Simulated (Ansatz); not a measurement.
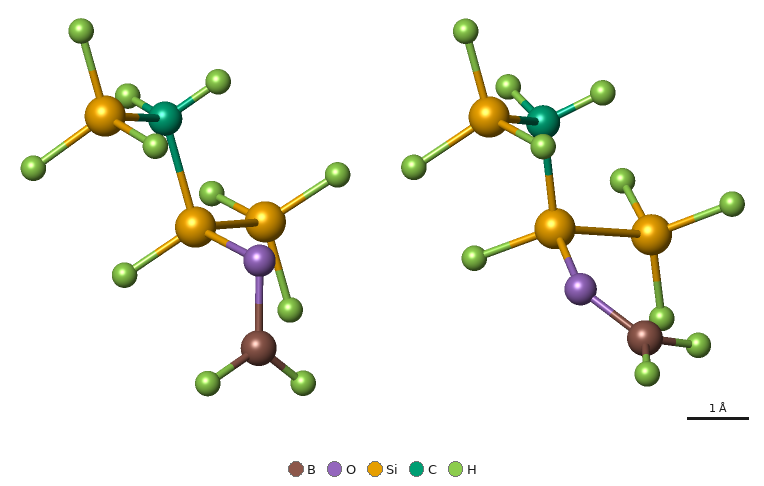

Two geometries of CH11BOSi3, drawn at one scale. One is the start of a relaxation, the other its converged end. The picture is a ball-and-stick view, seen from a free direction.

Method: Ansatz, RKS B3LYP-D4/6-31G*. Set-up: no spin polarisation; force threshold 0.02 eV/Å; at most 50 steps.

Which geometry has the lower energy?

The right one is the relaxed one. The run prepares an end point of a later path (hydrogen shift) calculation, from a guessed geometry. The atom that moves furthest after the best rigid fit is the O atom (1.12 Å). By element the largest moves are O 1.12 Å, H 1.08 Å, Si 0.45 Å, B 0.22 Å, C 0.10 Å. Near-neighbour distances that change, for instance: B–O 1.439 → 1.350 Å, B–H 1.118 → 1.204 Å, H–Si 1.411 → 1.488 Å, Si–Si 2.277 → 2.352 Å. Bond angles that change, for instance: B–O–Si 105.1° → 133.1°, Si–Si–H 105.1° → 112.8°, Si–Si–C 105.3° → 111.9°. Groups turn about B–O by about 90°, O–Si by about 80°. Over 17 accepted moves (18 points after the start) the energy falls by 26.2 kcal/mol. The largest force component goes from 4 to 0.0065 eV/Å. The line search rejected the trial step at point 10 of the run.
